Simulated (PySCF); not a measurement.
## Electronic structure of C4H10Ge in real space

Input file:

```
{"job": {"kind": "uv", "xc": "B3LYP", "basis": "def2-SVPD", "nstates": 8, "ntriplets": 3}, "charge": 0, "multiplicity": 1}
C     -2.344176     0.729008     0.482224
C     -1.204663     0.555746    -0.158528
C     -0.588186    -0.771256    -0.455580
C      0.747589    -0.935604     0.272482
Ge     2.116023     0.393549    -0.243155
H     -2.744275     1.707316     0.687603
H     -2.931459    -0.107388     0.826571
H     -0.627112     1.411020    -0.495090
H     -0.414439    -0.850451    -1.533788
H     -1.270224    -1.573662    -0.161742
H      1.145562    -1.931808     0.065107
H      0.582117    -0.879677     1.350123
H      1.919306     1.731238     0.395120
H      3.481482    -0.071753     0.155152
H      2.128041     0.601711    -1.725377
```

Run with:

```sh
OMP_NUM_THREADS=1 python probes_run.py task.json out
```

Geometry: GFN2-xTB.

The calculation used B3LYP/def2-SVPD, SCF density, gas phase (PySCF).

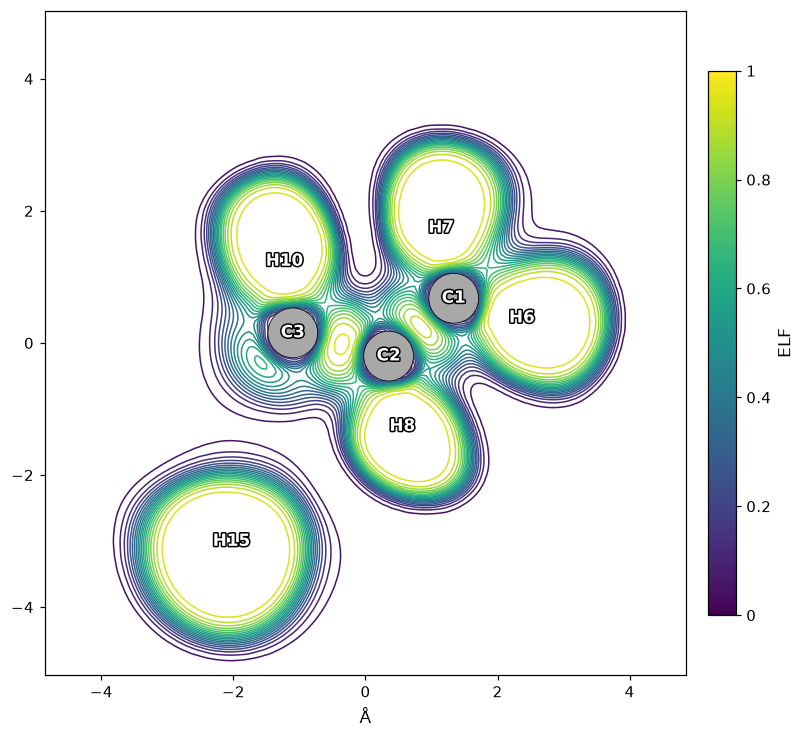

Figure 1. ELF on the plane of atoms C3, C2 and H8. Grey discs cover the atomic cores.

Question: Describe what can be read from this map.

Answer: Atoms in the plane: C and H. C–C (1.32 Å): the ELF peaks at about 0.95 between the atoms; a multiple bond. C–H (1.08 Å): the ELF climbs to about 1 towards the hydrogen, as it does in any bond to H (a covalent bond by its length). C–C (1.49 Å): the ELF peaks at about 0.95 between the atoms; a shared electron pair.

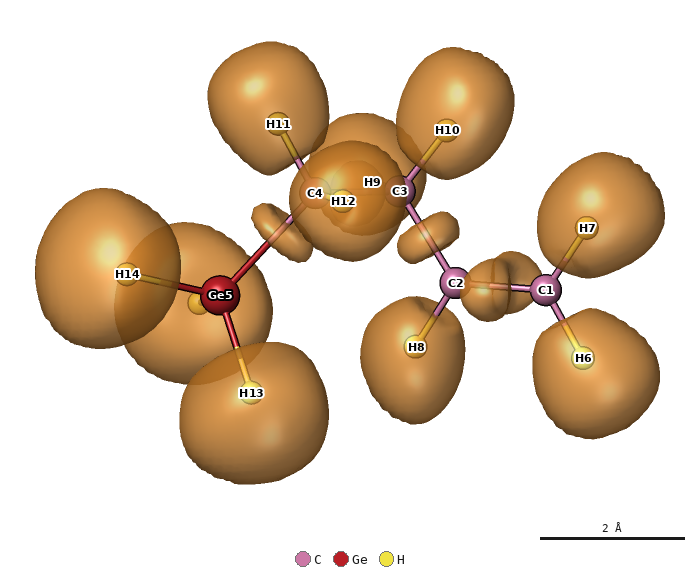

Figure 2. Isosurface of the electron localisation function at 0.8 (orange), seen across its widest extent. Core shells and regions of very low density are left out.

Question: Where are the electrons localised?

Answer: At this value the surface marks out three regions between bonded C–C atoms (shared pairs), ten regions around hydrogen nuclei and one lobe of the valence shell of C pointing towards Ge (polar bonds).


 C–Ge (1.98 Å): the ELF peaks at about 0.95 in the valence shell of C, 0.7 Å from its nucleus, and is about 0.70 at the midpoint.

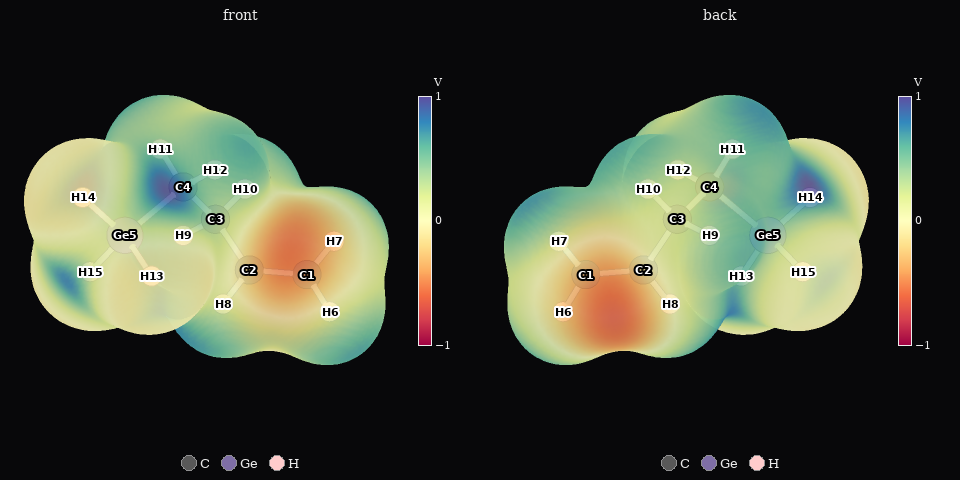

Figure 3. The molecular electrostatic potential painted on the density surface at 0.002 e/bohr³, seen from the front and from behind; the colour scale runs from red (negative) to blue (positive).

Question: Where is the surface potential most negative and most positive?

Answer: The most negative region (about −0.6 V) lies over the π face of C1 and C2, the most positive (about +0.9 V) over Ge5.
